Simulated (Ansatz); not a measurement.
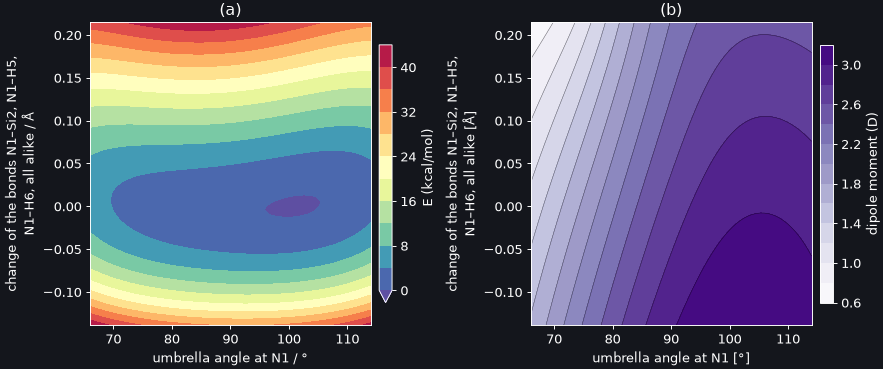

Cl2H2NSi, SMILES N[Si](Cl)Cl, spin multiplicity 2. First axis: umbrella angle at N1 (between each of its bonds and their common axis; 90 is planar). Second axis: change of the bonds N1–Si2, N1–H5, N1–H6, all alike. Nothing is relaxed (all other coordinates rigid). Grid: 15 × 15 points. Points are written as (first, second). All energies are given in kcal/mol relative to the lowest grid point. Level of theory: Ansatz 0.2.0, UKS PBE-D4/def2-SVP.

Panel (a) is the energy and panel (b) the computed dipole moment on the same grid.

In the figure: filled contours. Between grid points the surface is interpolated.

How does the dipole moment vary over the map, and what is it at the lowest grid point?

Leaving out the highest fifth of the energies, it runs from 0.82 D at (66.0°, 0.164 Å) to 3.16 D at (103.7°, −0.114 Å). At the lowest grid point, (100.3°, −0.013 Å), it is 2.98 D.
